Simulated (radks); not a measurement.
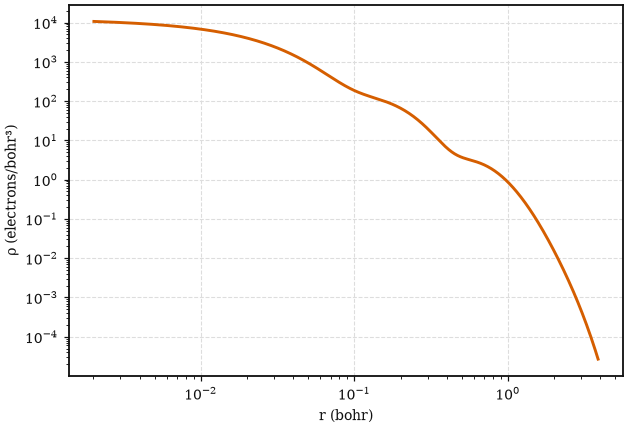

System: the manganese ion Mn³⁺, configuration [Ar] 3d4 (3d3/2: 4). Theory: Dirac Kohn-Sham, PBE, spin-unpolarised, spherical densities, point nucleus (computed with the in-house radial solver radks).

```
Z 25
configuration [Ar] 3d4
relativity Dirac
functional pbe,pbe
spin unpolarised
j_filling energy
nucleus point
c 137.035999084
```

The plot shows the electron density ρ(r) on a logarithmic scale.

Describe it and give its main numbers.

Answer. The density falls from 11000 electrons/bohr³ at the inner end (r = 0.0020 bohr) to 0.001 at r = 2.77 bohr, a common measure of the size of an atom or ion. The steps in the slope mark the shells; the radial density has its minima at 0.094 and 0.47 bohr.
